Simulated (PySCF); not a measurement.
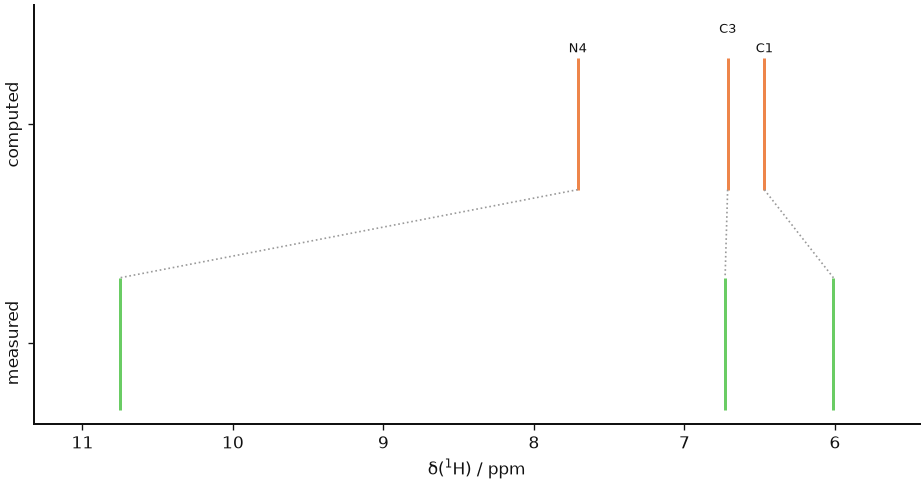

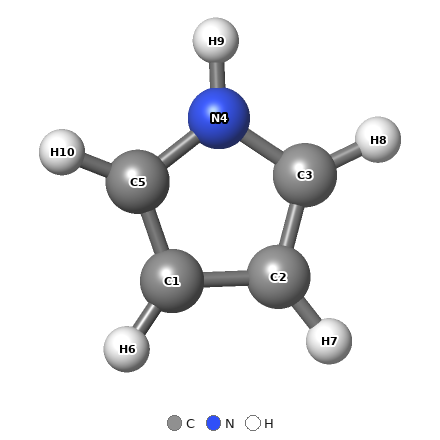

¹H shifts of C₄H₅N, SMILES c1cc[nH]c1 against TMS: GIAO PBE0/pcSseg-1 (PySCF) for one gas-phase conformer (GFN2-xTB, like atoms averaged; labels name one atom bearing the H of each set) above, published measurements (DMSO-d6) below; dotted lines join the same nuclei. Only nuclei with a measured value are shown, one named for each set of like atoms.

Q: Is the order of the signals reproduced?

A: Yes, no dotted lines cross.

Q: Give the values.

A:
```tsv
nucleus	computed	measured
H on N4	7.71	10.75
H on C3	6.71	6.73
H on C1	6.47	6.01
```

Known limits of this run: the tight-binding geometry is rougher than a DFT one and adds to the error.
